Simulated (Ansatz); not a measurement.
## NaGeCl3 in Amm2, a phase reached by a soft mode: following an unstable mode

Which phase does NaGeCl3 in Amm2, a phase reached by a soft mode fall into along its unstable mode, and how much energy does it gain?

Program: Ansatz 0.2.0. Level of theory: DFT PBEsol, scalar-relativistic, plane waves, PAW; PAW set soft_1. Results are calculated unless marked as measured.

The structure was built from a prototype and need not be the compound's stable phase.

## Step 1: Set-up

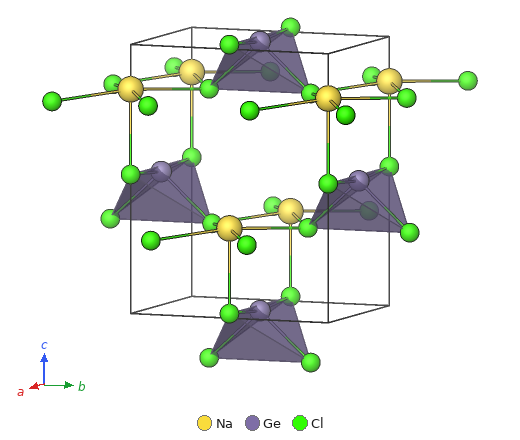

The starting structure, seen slightly off an axis (sodium yellow, germanium purple, chlorine green). This picture shows the conventional cell, with its axes. Some periodic images of atoms are drawn too.

## Step 2: Linear response at the zone centre

This phase was reached earlier by freezing in an unstable mode of a structure of higher symmetry and relaxing. Its zone-centre modes can show that it is still unstable.

input.yaml reads:

```yaml
crystal:
  lattice:
    - [5.1516924335, 0.0, 0.0]
    - [0.0, 3.3976008629, 4.3111189193]
    - [0.0, -3.3976008629, 4.3111189193]
  atoms:
    - { symbol: Na, position: [0.0, 0.8335455851, 0.8335455851] }
    - { symbol: Ge, position: [0.5, 0.4957706383, 0.4957706383] }
    - { symbol: Cl, position: [0.5, 0.569130437, 0.0547416565] }
    - { symbol: Cl, position: [0.5, 0.0547416565, 0.569130437] }
    - { symbol: Cl, position: [0.0, 0.5167499289, 0.5167499289] }
kpoints:
  mp_grid: { grid: [8, 8, 8] }
hamiltonian:
  xc: pbesol
  pseudopotentials: { kind: paw, azcp: { folder: soft_1 }, xc_functional: pbe }
scf:
  occupations: { method: fixed }
output:
  eigenvalues: true
phonons:
  method: dfpt
  dielectric: true
  rigid_motions: translations
```

Started as:

```bash
$ ansatz run input.yaml --threads 8 --pin off --max-ram 16384MiB --backend cpu --events-out ev --progress --plain --runs-dir out
```

Numbers of over 12 decimals in the logs are rounded to 6 here.

Output:

```text
Engine: ansatz 0.2.0, aarch64-unknown-linux-gnu
Pseudopotentials: kind: paw
Pseudopotential: Na, paw, valence charge 9, recommended cutoff 420 eV (normal), soft_1/Na.paw.azcp
Pseudopotential: Ge, paw, valence charge 14, recommended cutoff 420 eV (normal), soft_1/Ge.paw.azcp
Pseudopotential: Cl, paw, valence charge 7, recommended cutoff 420 eV (normal), soft_1/Cl.paw.azcp
Functional definition: PBEsol
  exchange = pbesol_x
  correlation = pbesol_c
Crystal: 5 atoms, lattice volume = 150.918 Å³
Basis set: ecut = 420 eV, 2977 PW (Γ), exchange–correlation on 72×80×80 points (8 copies of the dense FFT grid, shifted against one another)
Bands: 27, of which v1, the nominal top of the filled ones, is band 22 counted from 1 (21 counted from 0)
Symmetry: 4 space group operations
k-points: 260 of 512 (irreducible under 1 space group operation, time reversal used)
Non-local potential: Na, projectors of the file, l = 0: 3, l = 1: 2, l = 2: 1
Non-local potential: Ge, projectors of the file, l = 0: 2, l = 1: 2, l = 2: 3, l = 3: 1
Non-local potential: Cl, projectors of the file, l = 0: 2, l = 1: 2, l = 2: 1
PAW form: soft (Blöchl's): semilocal exchange-correlation on the pseudo side does not see the compensation charge
PAW frozen core: Na, regenerated for the run's functional, and the local potential with it (the file was generated under x = pbe(κ = 0.804, μ = 0.219515), c = pbe(β = 0.066725))
PAW frozen core: Ge, regenerated for the run's functional, and the local potential with it (the file was generated under x = pbe(κ = 0.804, μ = 0.219515), c = pbe(β = 0.066725))
PAW frozen core: Cl, regenerated for the run's functional, and the local potential with it (the file was generated under x = pbe(κ = 0.804, μ = 0.219515), c = pbe(β = 0.066725))
PAW one-centre angular grid: Na, 110 points (default); XC on 64 Gauss nodes
PAW one-centre angular grid: Ge, 590 points (default); XC on 64 Gauss nodes
PAW one-centre angular grid: Cl, 110 points (default); XC on 64 Gauss nodes
Initial density: superposition of atomic densities (chi_scale 0.1, normalization cell, long waves kept (reshape's long-wave potential 0.02 eV rms))
Initial wavefunctions: pseudopotential atomic-orbital guess
Functional: x = pbesol(κ = 0.804, μ = 0.123457), c = pbesol(β = 0.046)
SCF iter   1: F=—  HF=-8919.148616 eV  |F-HF|=—  |Δ(HF+E_count)|=         —  Δρ=5.04e-2  dr2=3.74e0  ethr=3.10e-3  ⟨swp⟩=5.0  Hψ=28552  notcnv=0  defer=693
preconditioner: auto → Resta (q_TF=auto, 2.222 Å⁻¹)  ε∞=3.4  [insulator: Δε(μ)=1.042 eV  Ē_g=9.960 eV  n_scr=26 (ndim 8)  ℏωp=15.4 eV  f_vac=0.170  ε∞_Penn≈3.4]
SCF iter   2: F=—  HF=-8917.717157 eV  |F-HF|=—  |Δ(HF+E_count)|=    1.43e0  Δρ=1.75e-2  dr2=6.21e-1  ethr=3.10e-3  ⟨swp⟩=3.0  Hψ=16498  notcnv=0  defer=649
SCF iter   3: F=—  HF=-8917.470267 eV  |F-HF|=—  |Δ(HF+E_count)|=   2.47e-1  Δρ=5.93e-3  dr2=9.03e-2  ethr=1.41e-3  ⟨swp⟩=2.5  Hψ=11754  notcnv=0  defer=746
SCF iter   4: F=—  HF=-8917.449547 eV  |F-HF|=—  |Δ(HF+E_count)|=   2.07e-2  Δρ=2.24e-3  dr2=1.24e-2  ethr=2.05e-4  ⟨swp⟩=3.0  Hψ=13287  notcnv=0  defer=778
SCF iter   5: F=—  HF=-8917.449279 eV  |F-HF|=—  |Δ(HF+E_count)|=   2.68e-4  Δρ=7.86e-4  dr2=1.75e-3  ethr=2.83e-5  ⟨swp⟩=2.5  Hψ=12911  notcnv=0  defer=779
SCF iter   6: F=—  HF=-8917.451845 eV  |F-HF|=—  |Δ(HF+E_count)|=   2.57e-3  Δρ=2.22e-4  dr2=1.67e-4  ethr=3.98e-6  ⟨swp⟩=2.9  Hψ=13052  notcnv=0  defer=779
SCF iter   7: F=—  HF=-8917.452288 eV  |F-HF|=—  |Δ(HF+E_count)|=   4.43e-4  Δρ=1.12e-4  dr2=3.04e-5  ethr=3.79e-7  ⟨swp⟩=2.4  Hψ=12870  notcnv=0  defer=775
SCF iter   8: F=—  HF=-8917.452360 eV  |F-HF|=—  |Δ(HF+E_count)|=   7.14e-5  Δρ=3.05e-5  dr2=2.38e-6  ethr=6.90e-8  ⟨swp⟩=2.0  Hψ=12739  notcnv=0  defer=702
SCF iter   9: F=—  HF=-8917.452364 eV  |F-HF|=—  |Δ(HF+E_count)|=   4.58e-6  Δρ=1.19e-5  dr2=2.45e-7  ethr=5.41e-9  ⟨swp⟩=2.0  Hψ=12890  notcnv=0  defer=585
SCF iter  10: F=—  HF=-8917.452365 eV  |F-HF|=—  |Δ(HF+E_count)|=   3.23e-7  Δρ=4.14e-6  dr2=2.36e-8  ethr=5.56e-10  ⟨swp⟩=2.0  Hψ=12490  notcnv=0  defer=596
SCF iter  11: F=—  HF=-8917.452365 eV  |F-HF|=—  |Δ(HF+E_count)|=   2.54e-8  Δρ=1.48e-6  dr2=3.55e-9  ethr=5.37e-11  ⟨swp⟩=2.0  Hψ=12480  notcnv=0  defer=596
SCF iter  12: F=—  HF=-8917.452365 eV  |F-HF|=—  |Δ(HF+E_count)|=   3.90e-9  Δρ=3.86e-7  dr2=2.85e-10  ethr=8.06e-12  ⟨swp⟩=2.0  Hψ=12480  notcnv=0  defer=596
SCF iter  13: F=-8917.452365 eV  HF=-8917.452365 eV  |F-HF|=2.73e-11  |Δ(HF+E_count)|=   1.09e-9  Δρ=1.10e-7  dr2=2.61e-11  ethr=1.00e-12  ⟨swp⟩=16.9  Hψ=52294  notcnv=0
SCF 1 converged in 13 iterations: F = -8917.452365 eV  dr2 = 2.61e-11
  greatest PAW one-centre occupation: 0.999 electrons in one spin orbital (limit 2), on the Na atom at site 0 (counted from 0), in its partial waves of l = 0
NSCF: frozen V_eff on 2 k-points
DFPT response loops at Γ: preconditioner auto → none (the input reference at scf.mixing.eps_inf says where Resta's filter doesn't serve); β = 0.50; Broyden in place of MSR1
── the response to a field inside a basis, on 12×12×12 k-points: an SCF that follows is theirs, and a resumed run solves both again ──
Bands: 23, of which v1, the nominal top of the filled ones, is band 22 counted from 1 (21 counted from 0)
k-points: 252 of 1728 (time reversal used)
Initial density: handed on by an earlier stage of this run
Initial wavefunctions: pseudopotential atomic-orbital guess (no wavefunctions were taken with the density)
Eigensolver: Dense (252 Hₖ)
SCF iter   1: F=—  HF=-8917.439468 eV  |F-HF|=—  |Δ(HF+E_count)|=         —  Δρ=1.25e-4  dr2=5.31e-6  ethr=1.00e-1
preconditioner: auto → Resta (q_TF=auto, 2.222 Å⁻¹)  ε∞=3.8  [insulator: Δε(μ)=1.640 eV  Ē_g=9.185 eV  n_scr=26 (ndim 8)  ℏωp=15.4 eV  f_vac=0.239  ε∞_Penn≈3.8]
SCF iter   2: F=—  HF=-8917.439472 eV  |F-HF|=—  |Δ(HF+E_count)|=   3.49e-6  Δρ=6.93e-5  dr2=1.92e-6  ethr=1.21e-8
SCF iter   3: F=—  HF=-8917.439474 eV  |F-HF|=—  |Δ(HF+E_count)|=   1.66e-6  Δρ=1.47e-5  dr2=9.53e-8  ethr=4.36e-9
SCF iter   4: F=-8917.439474 eV  HF=-8917.439474 eV  |F-HF|=4.33e-9  |Δ(HF+E_count)|=   2.49e-8  Δρ=1.97e-6  dr2=6.54e-9  ethr=2.17e-10
SCF 1 converged in 4 iterations: F = -8917.439474 eV  dr2 = 6.54e-9
DFPT response loops at Γ: mixed as the last ones told, above
WARN: field response: inside a basis, on 12×12×12 points, no mesh in reach settles it: take ε∞, Z* and everything formed from them with what they may err, as stated (eps_inf_uncertainty, zstar_uncertainty_e), and compare with field_mesh: kpoints on a denser kpoints.mp_grid
WARN: field response: ε∞ stands inside a basis, on 12×12×12 points; the force constants stand on the 8×8×8 k-mesh, whose period is 10.49 times the interband length at k = (-0.5000, -0.5000, -0.5000), direct gap 1.390 eV, under 14: take them and everything formed from them as unconverged, and compare with a denser kpoints.mp_grid
SCF converged after 13 iterations
Free energy (F): -8917.452365 eV
Harris-Foulkes:  -8917.452365 eV  (|F-HF|=2.73e-11)
Internal energy: -8917.452365 eV  (E = F + TS)
E sigma→0 (E₀):  -8917.452365 eV
Fermi energy:    2.636648 eV
--- Per-component energies (eV) ---
  E_band       = -554.725814
  E_kinetic    = 660.972986
  E_local      = -5446.734902  (includes V_loc(G=0)·N_el)
  E_nonlocal   = 586.910270
  E_hartree    = 2244.215735
  E_xc         = -426.663183
  E_vxc        = -459.825049  (∫ρ·V_xc dr)
  E_paw        = -4172.706979  (= ΣΔE_a)
  E_vpaw       = -384.480902  (= ΣTr[D̂ρ^β])
  E_aug_tail   = 0.000375  (compensation charges beyond the density's cutoff)
  E_ewald      = -2364.654596
  E_core_change = 1.207928  (= ΣΔE_core)
  E_smearing   = -0.000000  (= −TS)
  E_closure    = -0.000000  (closes the sum)
  Σ components = -8917.452365   (vs F -8917.452365, Δ=0.00e0)
--- Band table (eV; the first three rows and the last of 260) ---
  k-point 0: bands = [... 18 lower, -0.5020, -0.3640, -0.3584, 0.2177, 5.1751, 6.8906, 7.6470, 7.6601, ... 1 higher]
  k-point 1: bands = [... 18 lower, -0.4617, -0.4145, -0.2700, 0.1328, 5.3028, 6.8828, 7.4581, 7.7079, ... 1 higher]
  k-point 2: bands = [... 18 lower, -0.4481, -0.4408, -0.1590, 0.0341, 5.6436, 6.4871, 7.2795, 7.8571, ... 1 higher]
  k-point 259: bands = [... 18 lower, -0.1050, 0.0959, 0.3525, 2.6366, 4.0271, 4.2131, 4.5423, 6.4800, ... 1 higher]
--- Phonons (Γ-DFPT): 12 representative perturbations + reference, on 260 of 512 k-points (Σ response iterations 39) ---
  k mesh reduced under 1 symmetry operation, with k and −k counted as one. Each operation leaves every solved perturbation unchanged. A smaller set is not considered because the run solves the response to a homogeneous field
  ASR residual: 6.609e-5 → 0.000e0 eV/Å²; symmetrization residual: 5.415e-6 eV/Å²
  ASR residual per site (eV/Å²): 4.43e-5 8.48e-6 6.61e-5 6.61e-5 4.83e-5
  Γ frequencies (cm⁻¹): -46.15 -38.94 0.00 0.00 0.00 37.06 56.70 75.73 79.11 83.98 115.86 136.50 163.09 216.67 260.08
  ε∞ (high-frequency dielectric tensor):
        5.446493     0.000000     0.000000
        0.000000     3.485007     0.000000
        0.000000     0.000000     3.610370
  softest optical mode at Γ: -46.15 cm⁻¹; the repairs (sum rule, projections) moved no ω² at Γ by more than (1.24 cm⁻¹)²
  Born effective charges Z* (e; rows j = field, columns β = displacement):
    site 0:
         1.32473    0.00000    0.00000
         0.00000    1.27301    0.00000
        -0.00000    0.00000    1.04731
    site 1:
         4.87844    0.00000    0.00000
         0.00000    2.76906    0.00000
        -0.00000    0.00000    2.57338
    site 2:
        -0.58754   -0.00000   -0.00000
         0.00000   -1.76457    1.27629
         0.00000    1.13432   -1.50980
    site 3:
        -0.58754    0.00000   -0.00000
         0.00000   -1.76457   -1.27629
         0.00000   -1.13432   -1.50980
    site 4:
        -5.02809    0.00000    0.00000
         0.00000   -0.51293    0.00000
        -0.00000    0.00000   -0.60109
  Z* charge neutrality: 1.410e-2 e pre-enforcement
  solved inside a basis spanned on kpoints, on 12×12×12 k-points, which do not settle them: ε∞ is read to err by 1.5e-1, Z* by 1.7e-1 e (field_mesh: kpoints solves on kpoints); Z* is corrected for what the basis lacks
  optical modes at Γ without the LO–TO term, one row a degenerate level:
      ω (cm⁻¹)  modes    IR ((D/Å)²/amu)
        -46.15      1            23.5621
        -38.94      1             1.3728
         37.06      1             1.0658
         56.70      1             0.5638
         75.73      1             0.0000
         79.11      1             0.5259
         83.98      1             0.2342
        115.86      1             2.0976
        136.50      1             0.0116
        163.09      1             1.6470
        216.67      1             7.4416
        260.08      1             6.1884
  optical modes at Γ + LO–TO along q̂ = [1.0000, 0.0000, 0.0000]:
      ω (cm⁻¹)  modes    IR ((D/Å)²/amu)
        -38.94      1             1.3728
         37.06      1             1.0658
         55.42      1             0.0052
         75.73      1             0.0000
         79.11      1             0.5259
         83.98      1             0.2342
        109.01      1             0.1469
        136.50      1             0.0116
        163.09      1             1.6470
        216.67      1             7.4416
[...]
optical modes at Γ + LO–TO along q̂ = [0.0000, 1.0000, 0.0000]:
      ω (cm⁻¹)  modes    IR ((D/Å)²/amu)
[...]
optical modes at Γ + LO–TO along q̂ = [0.0000, 0.0000, 1.0000]:
      ω (cm⁻¹)  modes    IR ((D/Å)²/amu)
        -46.15      1            23.5621
        -38.94      1             1.3728
         37.06      1             1.0658
         56.70      1             0.5638
         75.73      1             0.0000
         79.11      1             0.5259
         87.05      1             0.0762
        115.86      1             2.0976
        136.58      1             0.0023
        174.93      1             0.6049
        216.67      1             7.4416
        307.78      1             7.3977
```

Wall time 4.5 min (8 threads of Arm Neoverse V1, shared host); peak memory 4.5 GiB; 34 min of CPU time.

In the SCF lines HF is the Harris–Foulkes energy and dr2 the Hartree energy of the density residual, in eV; the loop may stop once dr2 is under the threshold and the program's other checks hold. Hψ counts applications of the Hamiltonian.

Numbers from this step:

| Property | Result |
| --- | --- |
| gap on the k-mesh | 1.390 eV |
| volume per atom | 30.18 Å³ |
| sum-rule residual before enforcement | 6.61e-5 eV/Å² |
| miss of the charge sum rule | 0.01410 e |
| estimated error of the dielectric tensor | 0.1477 |
| estimated error of the Born charges | 0.1688 e |
| point group | mm2 |
| highest optical mode at the zone centre (no LO-TO term) | 260.1 cm⁻¹ |
| lowest optical zone-centre mode | -46.15 cm⁻¹ |
| mean high-frequency dielectric constant | 4.181 |
| largest Born charge (third of the trace) | 3.407 e |
| top of the zone-centre spectrum with the field | 307.8 cm⁻¹ |

Without the LO-TO term. Patterns of degenerate modes are one choice out of their space. The modes at Γ (shares of kinetic energy by element, %) (negative means imaginary):

```csv
mode,frequency (cm⁻¹),symmetry,Na %,Ge %,Cl %
1,-46.1,B1,1,19,80
2,-38.9,B2,36,1,63
3,0.0,acoustic,11,36,53
4,0.0,acoustic,11,36,53
5,0.0,acoustic,11,36,53
6,37.1,B2,31,5,64
7,56.7,B1,87,10,3
8,75.7,A2,0,0,100
9,79.1,B2,20,17,64
10,84.0,A1,29,9,62
11,115.9,B1,0,35,64
12,136.5,A1,7,24,69
13,163.1,A1,52,2,46
14,216.7,B2,1,42,57
15,260.1,A1,0,29,71
```

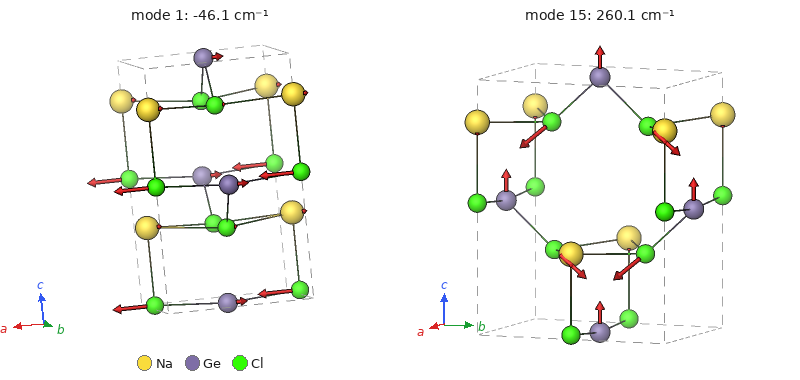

Displacement patterns of modes 1 and 15 at Γ; arrows are exaggerated. Some periodic images of atoms are drawn too.

Before it was imposed, the acoustic sum rule was missed by 6.6e-5 eV/Å² and the charge sum rule by 0.014 e. Small misses are needed for a sound result but don't prove that mesh and cutoff are converged. The lowest optical mode is imaginary, 46.1i cm⁻¹, so the energy falls along it.

The log warns of the k mesh: “the force constants stand on the 8×8×8 k-mesh, whose period is 10.49 times the interband length at k = (-0.5000, -0.5000, -0.5000), direct gap 1.390 eV, under 14: take them and everything formed from them as unconverged”.

## Step 3: The mode frozen in, largest atomic shift 0 Å

The mode followed lies at Γ with frequency 46.1i cm⁻¹, the softest among the wavevectors solved. At small amplitude the distorted cell has space group no. 8 by a symmetry search on the positions. The undistorted cell that holds it gives the zero of energy on the same k mesh.

Changes to input.yaml since step 2:

```diff
@@ -17,8 +17,6 @@
 scf:
-  occupations: { method: fixed }
+  occupations: { method: gaussian, width: 0.02 }
 output:
+  forces: true
+  stress: true
   eigenvalues: true
-phonons:
-  method: dfpt
-  dielectric: true
-  rigid_motions: translations
```

Output:

```text
[...]
Crystal: 5 atoms, lattice volume = 150.918 Å³
Basis set: ecut = 420 eV, 2977 PW (Γ), exchange–correlation on 72×80×80 points (8 copies of the dense FFT grid, shifted against one another)
Bands: 27, of which v1, the nominal top of the filled ones, is band 22 counted from 1 (21 counted from 0)
Symmetry: 4 space group operations
[...]
k-points: 105 of 512 (time reversal used)
[...]
P = ⅓ Tr σ = 0.0006 GPa (0.006 kbar)
--- Band table (eV; the first three rows and the last of 105) ---
  k-point 0: bands = [... 18 lower, -0.5021, -0.3641, -0.3584, 0.2177, 5.1750, 6.8906, 7.6470, 7.6601]
  k-point 1: bands = [... 18 lower, -0.4617, -0.4146, -0.2701, 0.1328, 5.3027, 6.8828, 7.4581, 7.7079]
  k-point 2: bands = [... 18 lower, -0.4482, -0.4409, -0.1591, 0.0340, 5.6435, 6.4871, 7.2795, 7.8570]
  k-point 104: bands = [... 18 lower, -0.1051, 0.0958, 0.3525, 2.6366, 4.0271, 4.2131, 4.5423, 6.4799]
[key lines of the parts left out:]
SCF converged after 10 iterations
Free energy (F): -8917.452365 eV
Fermi energy:    3.331851 eV
```

Elapsed: 7.1 s, on 8 threads; peak memory 0.72 GiB; 54 s of CPU time.

This step gave:

| Item | Value |
| --- | --- |
| pressure | 6.34e-4 GPa |
| energy from the undistorted cell | 0 meV/atom |

At this level the gap is 1.39 eV on the k-mesh of the self-consistent run, which can miss the band edges.

## Step 4: The mode frozen in, largest atomic shift 0.04 Å

The atoms are moved along the unstable eigenvector, the largest shift by 0.04 Å, with the cell fixed.

input.yaml, the sections that differ from step 3:

```yaml
crystal:
  lattice:
    - [5.1516924335, 0.0, 0.0]
    - [0.0, 3.3976008629, 4.3111189193]
    - [0.0, -3.3976008629, 4.3111189193]
  atoms:
    - { symbol: Na, position: [0.0011884529, 0.8335455851, 0.8335455851] }
    - { symbol: Ge, position: [0.502682875, 0.4957706383, 0.4957706383] }
    - { symbol: Cl, position: [0.5007485174, 0.569130437, 0.0547416565] }
    - { symbol: Cl, position: [0.5007485174, 0.0547416565, 0.569130437] }
    - { symbol: Cl, position: [-0.0077644387, 0.5167499289, 0.5167499289] }
# kpoints, hamiltonian, scf, output: as in step 3
```

Output:

```text
[...]
Crystal: 5 atoms, lattice volume = 150.918 Å³
Basis set: ecut = 420 eV, 2977 PW (Γ), exchange–correlation on 72×80×80 points (8 copies of the dense FFT grid, shifted against one another)
Bands: 27, of which v1, the nominal top of the filled ones, is band 22 counted from 1 (21 counted from 0)
Symmetry: 2 space group operations
[...]
k-points: 150 of 512 (time reversal used)
[...]
P = ⅓ Tr σ = 0.0244 GPa (0.244 kbar)
--- Band table (eV; the first three rows and the last of 150) ---
  k-point 0: bands = [... 18 lower, -0.5033, -0.3623, -0.3618, 0.2198, 5.1746, 6.8917, 7.6547, 7.6621]
  k-point 1: bands = [... 18 lower, -0.4633, -0.4156, -0.2677, 0.1350, 5.3022, 6.8842, 7.4599, 7.7161]
  k-point 2: bands = [... 18 lower, -0.4579, -0.4346, -0.1573, 0.0401, 5.6430, 6.4895, 7.2807, 7.8661]
  k-point 149: bands = [... 18 lower, -0.1087, 0.0930, 0.3546, 2.6330, 4.0506, 4.2187, 4.5462, 6.4793]
[key lines of the parts left out:]
SCF converged after 10 iterations
Free energy (F): -8917.452585 eV
Fermi energy:    3.341788 eV
```

Wall time 9.9 s (8 threads); peak memory 0.83 GiB; 77 s of CPU time.

This step gave:

| Quantity | Value |
| --- | --- |
| pressure | 0.02442 GPa |
| gap on the k-mesh | 1.418 eV |
| energy from the undistorted cell | -0.044 meV/atom |

The energy, extrapolated to zero smearing, is -0.04 meV/atom against the undistorted cell.

The run ends at a pressure of 0.02 GPa, with forces up to 0.0064 eV/Å.

## Step 5: Energy along the mode, all amplitudes (two of the runs are shown above)

An imaginary frequency means negative curvature, so the energy should fall and then rise again as anharmonic terms take over.

This step gave:

- depth at the lowest point sampled: 0.044 meV/atom
- largest atomic shift at that point: 0.04 Å

Energy from the parent against largest atomic shift:

```csv
largest atomic shift (Å),energy from the parent (meV/atom)
0.0000,0
0.0400,-0.044
0.0800,-0.028
0.1400,1.12
0.2200,8.86
```

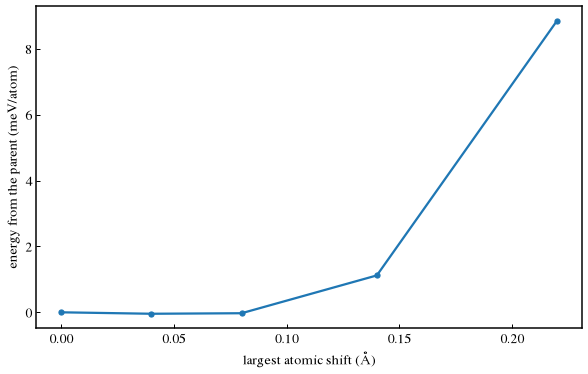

Energy from the parent, plotted against largest atomic shift.

Displacement at unit largest shift by atom:

```csv
atom,x (Å),y (Å),z (Å),size
Na1,0.15,0.00,0.00,0.15
Ge2,0.35,0.00,0.00,0.35
Cl3,0.10,0.00,0.00,0.10
Cl4,0.10,0.00,0.00,0.10
Cl5,-1.00,0.00,0.00,1.00
```

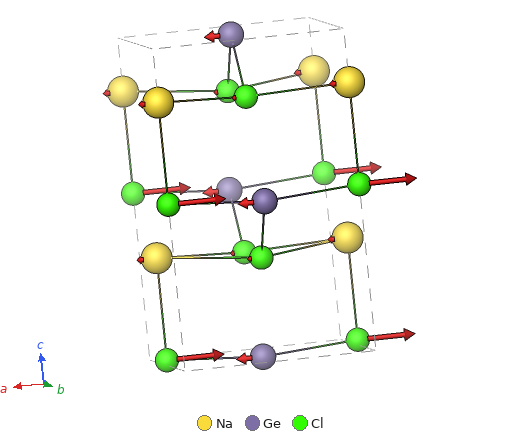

Displacement at unit largest shift as arrows, the longest 1 Å. Some periodic images of atoms are drawn too.

The lowest of the steps tried is at 0.04 Å, 0.044 meV/atom below the parent; the bottom of the well need not coincide with a step.

[end of part 1 of 3]

[Logs are printed without paths, hosts, clocks, repeated set-up lines and the standing remarks that a program may print on its own settings, such as how far it seeks lower states.]

[Hosts, paths, dates, database ids (printed as entryN), source tags and the programs' standing remarks are cut or masked in the printed files.]
